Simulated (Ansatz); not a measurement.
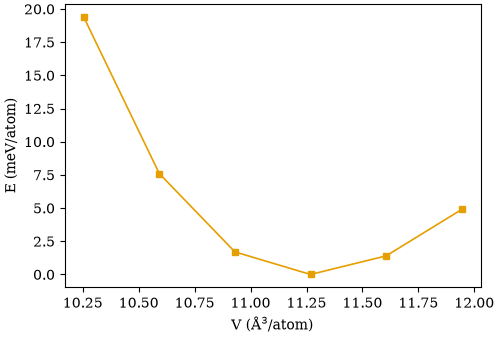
ZnPdF$_{6}$ in space group R-3 (No. 148; Zn on 3b, Pd on 3a, F on 18f) under volume change, the program Ansatz at the LDA level (PAW), shape and atoms relaxed at each volume.

**Question.** What does a third-order Birch–Murnaghan fit give for V₀, B₀ and B′?

**Answer.** V₀ = 11.26 Å³/atom, B₀ = 48.4 GPa, B′ = 10.6.

The first step of the workflow began from a Materials Project structure, measured or hypothetical; the Crystallography Open Database files this formula in space group No. 148, but the cells were not matched. Whether it is the stable phase at ambient conditions was not checked. Symmetry was held in the LDA relaxation; of distortions, only those at the zone centre were tested. The run is not spin-polarised.

Potentials: the later of the program's two PAW sets.
